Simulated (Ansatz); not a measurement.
The reference is CdSe in the wurtzite structure (space group P6_3mc, No. 186; a = 4.383 Å, c = 7.154 Å). Axes: x lies along a and z along c of the hexagonal cell.

The change: compressive biaxial strain of 1.20 % in the plane normal to [001], as in epitaxy on a mismatched substrate; the out-of-plane cell vector and the atoms relax.

The values are results of Ansatz (a program for electronic structure), PBE, PAW, cutoff 420 eV, spin-orbit coupling left out, not measurements.

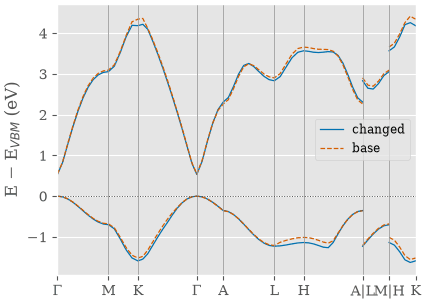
Figure. Highest valence and lowest conduction band along the path, each from its own valence-band maximum

**Question.** Read the changed gap and its character from the plot.

**Answer.** About 0.5 eV, direct at Γ.

Stability against distortions was not tested.
